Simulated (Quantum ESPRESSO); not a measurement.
# Rb (Im-3m): from the cell to the phonon bands, part 2 of 3

How does Rb (Im-3m) vibrate, and is this structure a minimum?

Quantum ESPRESSO 7.5; DFT LDA, scalar-relativistic, plane waves, PseudoDojo norm-conserving pseudopotentials.

So far. Step 2 (A probe with smearing): No gap opens on this mesh, so smearing is kept; the start stands at -0.33 GPa. Step 4 (Ground state): The cell stands at -0.061 GPa, close enough for phonons. The relaxed cell has a = 5.375 Å (conventional setting).

The database entry behind the starting cell lists a temperature near 78 K, so it need not match the best structure at ambient conditions.

## 5. Phonons on a q mesh

Linear response treats each wavevector in the unit cell, with no supercell; the 4×4×4 mesh fixes the range of the force constants to be had.

Contents of ph.in:

```
phonons
&inputph
   prefix = 'x'
   outdir = './tmp'
   fildyn = 'x.dyn'
   tr2_ph = 1.0d-18
   alpha_mix(1) = 0.4
   nmix_ph = 8
   ldisp = .true.
   nq1 = 4
   nq2 = 4
   nq3 = 4
/
```

Started as:

```
$ OMP_NUM_THREADS=1 mpirun -n 4 ph.x -nk 4 -in ph.in > ph.out
```

What it wrote:

```text
[banners, grids, parts of the stress and lines that vanish by symmetry left out]
[banner, memory and clock lines left out]
Program PHONON v.7.5

     ./tmp/x.save/

     IMPORTANT: XC functional enforced from input :
     Exchange-correlation= PW
                           (   1   4   0   0   0   0   0)
     Any further DFT definition will be discarded
     Please, verify this is what you really want

     G-vector sticks info

     Reading collected, re-writing distributed wavefunctions in ./tmp/

     Dynamical matrices for ( 4, 4, 4)  uniform grid of q-points
     (   8 q-points):
       N         xq(1)         xq(2)         xq(3)
       1   0.000000000   0.000000000   0.000000000
       2   0.216506351   0.216506351   0.000000000
       3  -0.433012702  -0.433012702   0.000000000
       4   0.433012702   0.216506351   0.216506351
[...]
Number and degeneracy of irreps per q-point
       N         xq(1)         xq(2)         xq(3)   N irreps
       1   0.000000000   0.000000000   0.000000000       1
        3
       2   0.216506351   0.216506351   0.000000000       3
     No degeneracy
       3  -0.433012702  -0.433012702   0.000000000       3
     No degeneracy
       4   0.433012702   0.216506351   0.216506351       3
     No degeneracy
       5   0.433012702   0.433012702   0.433012702       1
        3
       6   0.000000000   0.000000000   0.433012702       2
        1   2
       7  -0.866025404  -0.216506351  -0.216506351       3
     No degeneracy
       8  -0.866025404  -0.866025404  -0.866025404       1
        3

     Calculation of q =    0.0000000   0.0000000   0.0000000

     phonons

     bravais-lattice index     =            0
     lattice parameter (alat)  =       8.7963  a.u.
     unit-cell volume          =     523.9316 (a.u.)^3
     number of atoms/cell      =            1
     number of atomic types    =            1
     kinetic-energy cut-off    =      42.0000  Ry
     charge density cut-off    =     168.0000  Ry
     convergence threshold     =      1.0E-18
     beta                      =       0.4000
     number of iterations used =            8
     Exchange-correlation= PW
                           (   1   4   0   0   0   0   0)

     celldm(1)=    8.79628  celldm(2)=    0.00000  celldm(3)=    0.00000
     celldm(4)=    0.00000  celldm(5)=    0.00000  celldm(6)=    0.00000

     crystal axes: (cart. coord. in units of alat)
               a(1) = ( -0.5774  0.5774  0.5774 )
               a(2) = (  0.5774 -0.5774  0.5774 )
               a(3) = (  0.5774  0.5774 -0.5774 )

     reciprocal axes: (cart. coord. in units 2 pi/alat)
               b(1) = ( -0.0000  0.8660  0.8660 )
               b(2) = (  0.8660 -0.0000  0.8660 )
               b(3) = (  0.8660  0.8660  0.0000 )

     Atoms inside the unit cell:

     Cartesian axes

     site n.  atom      mass           positions (alat units)
        1  Rb     85.4678   tau(    1) = (    0.00000    0.00000    0.00000  )

     Computing dynamical matrix for
                    q = (   0.0000000   0.0000000   0.0000000 )

     49 Sym.Ops. (with q -> -q+G )

     G cutoff =  329.2663  (  19237 G-vectors)     FFT grid: ( 40, 40, 40)

     number of k points=    29  Marzari-Vanderbilt smearing, width (Ry)=  0.0200

     PseudoPot. # 1 for Rb read from file:
     ./pseudo/Rb.upf
     Pseudo is Norm-conserving + core correction, Zval =  9.0

     Mode symmetry, O_h (m-3m)  point group:

     Atomic displacements:
     There are    1 irreducible representations

     Representation     1      3 modes -  To be done

     Alpha used in Ewald sum =   1.7000

     Representation #   1 modes #   1   2   3

     Self-consistent Calculation
      iter #   1   av.it.:   5.6
      thresh= 1.000E-02 alpha_mix =  0.400 |ddv_scf|^2 =  3.339E-07
      iter #   2   av.it.:   9.0
      thresh= 5.778E-05 alpha_mix =  0.400 |ddv_scf|^2 =  2.552E-08
      iter #   3   av.it.:   9.3
      thresh= 1.598E-05 alpha_mix =  0.400 |ddv_scf|^2 =  6.939E-10
      iter #   4   av.it.:  10.0
      thresh= 2.634E-06 alpha_mix =  0.400 |ddv_scf|^2 =  1.176E-12
[...]
End of self-consistent calculation

     Convergence has been achieved

     Number of q in the star =    1
     List of q in the star:
[...]
Diagonalizing the dynamical matrix

     q = (    0.000000000   0.000000000   0.000000000 )

 **************************************************************************
     freq (    1) =       0.017790 [THz] =       0.593420 [cm-1]
     freq (    2) =       0.017790 [THz] =       0.593420 [cm-1]
     freq (    3) =       0.017790 [THz] =       0.593420 [cm-1]
 **************************************************************************

     Mode symmetry, O_h (m-3m)  point group:

     freq (   1-   3) =          0.6  [cm-1]   --> T_1u G_15  G_4- I

     Calculation of q =    0.2165064   0.2165064   0.0000000
     [... set-up and bands at k+q left out ...]

     Mode symmetry, C_2v (mm2)  point group:

     Atomic displacements:
     There are    3 irreducible representations

     Representation     1      1 modes -  To be done

     Representation     2      1 modes -  To be done

     Representation     3      1 modes -  To be done

     Message from routine init_vloc:
     Interpolation table for Vloc re-allocated

     Alpha used in Ewald sum =   1.7000

     Representation #   1 mode #   1

     Self-consistent Calculation

[...]
[... iterations left out ...]
[...]
End of self-consistent calculation

     Convergence has been achieved

     Representation #   2 mode #   2

     Self-consistent Calculation

[...]
[... iterations left out ...]
[...]
End of self-consistent calculation

     Convergence has been achieved

     Representation #   3 mode #   3

     Self-consistent Calculation

[...]
[... iterations left out ...]
[...]
End of self-consistent calculation

     Convergence has been achieved

     Number of q in the star =   12
     List of q in the star:
[...]
Diagonalizing the dynamical matrix

     q = (    0.216506351   0.216506351   0.000000000 )

 **************************************************************************
     freq (    1) =       0.195279 [THz] =       6.513809 [cm-1]
     freq (    2) =       0.672545 [THz] =      22.433693 [cm-1]
     freq (    3) =       1.099760 [THz] =      36.684039 [cm-1]
 **************************************************************************

     Mode symmetry, C_2v (mm2)  point group:

     freq (   1-   1) =          6.5  [cm-1]   --> B_1  D_3  S_3
     freq (   2-   2) =         22.4  [cm-1]   --> B_2  D_4  S_4
     freq (   3-   3) =         36.7  [cm-1]   --> A_1  D_1  S_1

     Calculation of q =   -0.4330127  -0.4330127   0.0000000
     [... set-up and bands at k+q left out ...]

     Mode symmetry, D_2h (mmm)  point group:

     Atomic displacements:
     There are    3 irreducible representations

[...]
Alpha used in Ewald sum =   1.7000

     Representation #   1 mode #   1

[...]
[... iterations left out ...]
[...]
Convergence has been achieved

[...]
Convergence has been achieved

[...]
Convergence has been achieved

     Number of q in the star =    6
     List of q in the star:
[...]
Diagonalizing the dynamical matrix

     q = (   -0.433012702  -0.433012702   0.000000000 )

[...]
freq (    1) =       0.265416 [THz] =       8.853319 [cm-1]
     freq (    2) =       0.957657 [THz] =      31.944016 [cm-1]
     freq (    3) =       1.605510 [THz] =      53.554064 [cm-1]
[...]
Mode symmetry, D_2h (mmm)  point group:

     freq (   1-   1) =          8.9  [cm-1]   --> B_2u
     freq (   2-   2) =         31.9  [cm-1]   --> B_1u
     freq (   3-   3) =         53.6  [cm-1]   --> B_3u

     Calculation of q =    0.4330127   0.2165064   0.2165064
     [... set-up and bands at k+q left out ...]

     Mode symmetry, C_s (m)     point group:

     Atomic displacements:
     There are    3 irreducible representations

[...]
Alpha used in Ewald sum =   1.7000

[...]
Convergence has been achieved

[...]
Convergence has been achieved

[...]
Convergence has been achieved

     Number of q in the star =   24
     List of q in the star:
[...]
Diagonalizing the dynamical matrix

     q = (    0.433012702   0.216506351   0.216506351 )

[...]
freq (    1) =       0.573677 [THz] =      19.135817 [cm-1]
     freq (    2) =       1.095244 [THz] =      36.533415 [cm-1]
     freq (    3) =       1.458382 [THz] =      48.646389 [cm-1]
[...]
Mode symmetry, C_s (m)     point group:

     freq (   1-   1) =         19.1  [cm-1]   --> A'
     freq (   2-   2) =         36.5  [cm-1]   --> A''
     freq (   3-   3) =         48.6  [cm-1]   --> A'

     Calculation of q =    0.4330127   0.4330127   0.4330127
     [... set-up and bands at k+q left out ...]

     Mode symmetry, T_d (-43m)  point group:

     Atomic displacements:
     There are    1 irreducible representations

[...]
Alpha used in Ewald sum =   1.7000

     Representation #   1 modes #   1   2   3

[...]
Convergence has been achieved

     Number of q in the star =    2
     List of q in the star:
[...]
Diagonalizing the dynamical matrix

     q = (    0.433012702   0.433012702   0.433012702 )

[...]
freq (    1) =       1.189236 [THz] =      39.668650 [cm-1]
     freq (    2) =       1.189236 [THz] =      39.668650 [cm-1]
     freq (    3) =       1.189236 [THz] =      39.668650 [cm-1]
[...]
Mode symmetry, T_d (-43m)  point group:

     freq (   1-   3) =         39.7  [cm-1]   --> T_2  G_15 P_4

     Calculation of q =    0.0000000   0.0000000   0.4330127
     [... set-up and bands at k+q left out ...]

     Mode symmetry, C_4v (4mm)  point group:

     Atomic displacements:
     There are    2 irreducible representations

[...]
Alpha used in Ewald sum =   1.7000

[...]
Convergence has been achieved

     Representation #   2 modes #   2   3

[...]
Convergence has been achieved

     Number of q in the star =    6
     List of q in the star:
[...]
Diagonalizing the dynamical matrix

     q = (    0.000000000   0.000000000   0.433012702 )

[...]
freq (    1) =       0.986319 [THz] =      32.900062 [cm-1]
     freq (    2) =       0.986319 [THz] =      32.900062 [cm-1]
     freq (    3) =       1.116620 [THz] =      37.246444 [cm-1]
[...]
Mode symmetry, C_4v (4mm)  point group:

     freq (   1-   2) =         32.9  [cm-1]   --> E    G_5 D_5
     freq (   3-   3) =         37.2  [cm-1]   --> A_1  G_1 D_1

     Calculation of q =   -0.8660254  -0.2165064  -0.2165064
     [... set-up and bands at k+q left out ...]

     Mode symmetry, C_2v (mm2)  point group:

     Atomic displacements:
     There are    3 irreducible representations

[...]
Representation     3      1 modes -  To be done

     Alpha used in Ewald sum =   1.7000

[...]
Convergence has been achieved

     Representation #   2 mode #   2

[...]
Convergence has been achieved

     Representation #   3 mode #   3

     Self-consistent Calculation

[...]
[... iterations left out ...]
[...]
End of self-consistent calculation

     Convergence has been achieved

     Number of q in the star =   12
     List of q in the star:
[...]
12  -0.216506351   0.216506351   0.866025404

     Diagonalizing the dynamical matrix

     q = (   -0.866025404  -0.216506351  -0.216506351 )

[...]
freq (    1) =       1.009798 [THz] =      33.683228 [cm-1]
     freq (    2) =       1.230195 [THz] =      41.034902 [cm-1]
     freq (    3) =       1.524471 [THz] =      50.850878 [cm-1]
[...]
Mode symmetry, C_2v (mm2)  point group:

     freq (   1-   1) =         33.7  [cm-1]   --> A_1  D_1  S_1
     freq (   2-   2) =         41.0  [cm-1]   --> B_1  D_3  S_3
     freq (   3-   3) =         50.9  [cm-1]   --> B_2  D_4  S_4

     Calculation of q =   -0.8660254  -0.8660254  -0.8660254
     [... set-up and bands at k+q left out ...]

     Mode symmetry, O_h (m-3m)  point group:

     Atomic displacements:
     There are    1 irreducible representations

     Representation     1      3 modes -  To be done

     Alpha used in Ewald sum =   1.7000

     Representation #   1 modes #   1   2   3

     Self-consistent Calculation

      iter #   1   av.it.:   5.7
      thresh= 1.000E-02 alpha_mix =  0.400 |ddv_scf|^2 =  9.944E-07

      [... iterations left out ...]
      iter #   9   av.it.:   9.7
      thresh= 2.765E-10 alpha_mix =  0.400 |ddv_scf|^2 =  1.668E-20

     End of self-consistent calculation

     Convergence has been achieved

     Number of q in the star =    1
     List of q in the star:
          1  -0.866025404  -0.866025404  -0.866025404

     Diagonalizing the dynamical matrix

     q = (   -0.866025404  -0.866025404  -0.866025404 )

 **************************************************************************
     freq (    1) =       1.456464 [THz] =      48.582405 [cm-1]
     freq (    2) =       1.456464 [THz] =      48.582405 [cm-1]
     freq (    3) =       1.456464 [THz] =      48.582405 [cm-1]
 **************************************************************************

     Mode symmetry, O_h (m-3m)  point group:

     freq (   1-   3) =         48.6  [cm-1]   --> T_1u G_15  G_4-


[key lines of the parts left out:]
the Fermi energy is     2.4848 ev
```

Wall time 4.6 min (4 MPI ranks of Intel Xeon 6975P-C (Granite Rapids), shared host); 18 min of CPU time.

Read from the output:

```yaml
largest_acoustic_frequency_at_the_zone_centre_before_the_sum_rule: 0.59 cm⁻¹
lowest_mode_on_the_q_mesh_acoustic_ones_at_the_zone_centre_apart: 6.51 cm⁻¹
```

Frequencies (cm⁻¹) at each irreducible wavevector; negative means imaginary. Frequencies by wavevector:

| q (fractions) | star | mode 1 | mode 2 | mode 3 |
| --- | --- | --- | --- | --- |
| 0 0 0 | 1 | 0.59 | 0.59 | 0.59 |
| 0 0 0.25 | 12 | 6.51 | 22.43 | 36.68 |
| 0 0 -0.5 | 6 | 8.85 | 31.94 | 53.55 |
| 0 0.25 0.25 | 24 | 19.14 | 36.53 | 48.65 |
| 0.25 0.25 0.25 | 2 | 39.67 | 39.67 | 39.67 |
| 0.25 0.25 -0.25 | 6 | 32.9 | 32.9 | 37.25 |
| 0.25 -0.5 -0.5 | 12 | 33.68 | 41.03 | 50.85 |
| -0.5 -0.5 -0.5 | 1 | 48.58 | 48.58 | 48.58 |

The acoustic modes at Γ come out as far as 0.6 cm⁻¹ from zero, where they should vanish, a small numerical error.

## 6. Fourier transform to real space

The dynamical matrices of the mesh are Fourier-transformed to force constants in real space.

Contents of q2r.in:

```
&input
   fildyn = 'x.dyn'
   zasr = 'simple'
   flfrc = 'x.fc'
/
```

Started as:

```
$ q2r.x < q2r.in > q2r.out
```

What it wrote:

```text
[banners, grids, parts of the stress and lines that vanish by symmetry left out]
[banner, memory and clock lines left out]
Program Q2R v.7.5

  reading grid info from file x.dyn0

  reading force constants from file x.dyn1
  Dielectric Tensor not found
  nqs=            1
 q=   0.00000000  0.00000000  0.00000000
  reading force constants from file x.dyn2
  nqs=           12
 q=   0.21650635  0.21650635  0.00000000
[...]
reading force constants from file x.dyn7
  nqs=           12
[...]
q=  -0.21650635  0.21650635  0.86602540
  reading force constants from file x.dyn8
  nqs=            1
 q=  -0.86602540 -0.86602540 -0.86602540

      q-space grid ok, #points =   64

      fft-check success (sum of imaginary terms < 10^-12)
```

Run time: 0.71 s. Hardware: 1 thread.

## 7. Interpolated phonon bands

From the force constants any wavevector is cheap; points of the mesh come back as solved, but for the sum rule and, in polar crystals, the LO-TO term at Γ; the rest is interpolation.

Contents of matdyn.in:

```
&input
   asr = 'simple'
   flfrc = 'x.fc'
   flfrq = 'x.freq'
   flvec = 'x.modes'
   q_in_band_form = .true.
   q_in_cryst_coord = .true.
/
8
  0.0000000   0.0000000   0.0000000  12  ! GAMMA
  0.5000000  -0.5000000   0.5000000  12  ! H
 -0.0000000  -0.0000000   0.5000000  12  ! N
  0.0000000   0.0000000   0.0000000  12  ! GAMMA
  0.2500000   0.2500000   0.2500000  12  ! P
  0.5000000  -0.5000000   0.5000000   1  ! H
  0.2500000   0.2500000   0.2500000  12  ! P
 -0.0000000  -0.0000000   0.5000000   1  ! N
```

Started as:

```
$ matdyn.x -in matdyn.in > matdyn.out
```

What it wrote:

```text
[banner, memory and clock lines left out]
Program MATDYN v.7.5

 mass for atomic type   1 not given; uses mass from file x.fc
     Message from routine matdyn:
     Z* not found in file x.fc, TO-LO splitting at q=0 will be absent!
     Message from routine matdyn:
     Z* not found in file x.fc, TO-LO splitting at q=0 will be absent!

Note: The following floating-point exceptions are signalling: IEEE_UNDERFLOW_FLAG
```

The job ended after 0.67 s (1 thread).

Read from the output:

| Item | Value |
| --- | --- |
| lowest frequency on the path | 0 cm⁻¹ |
| mean frequency | 33.5 cm⁻¹ |
| Debye temperature (second moment) | 67 K |
| logarithmic mean frequency | 30.4 cm⁻¹ |

Matdyn.x, sum rule simple. Phonon branches along the path, in cm⁻¹:

| point | branch 1 | branch 2 | branch 3 |
| --- | --- | --- | --- |
| Γ | 0 | 0 | 0 |
| H | 49 | 49 | 49 |
| N | 9 | 32 | 54 |
| Γ | 0 | 0 | 0 |
| P | 40 | 40 | 40 |
| H | 49 | 49 | 49 |
| jump to P | 40 | 40 | 40 |
| N | 9 | 32 | 54 |

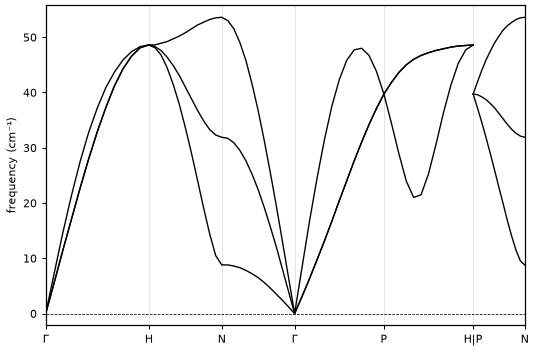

Phonon branches along the path.

(Part 2 of 3 ends here.)

[Host names and launcher messages were left out of these logs when they were recorded.]

[Logs are printed without paths, hosts, clocks, repeated set-up lines and the standing remarks that a program may print on its own settings, such as how far it seeks lower states.]

[Hosts, paths, dates, database ids (printed as entryN), source tags and the programs' standing remarks are cut or masked in the printed files.]
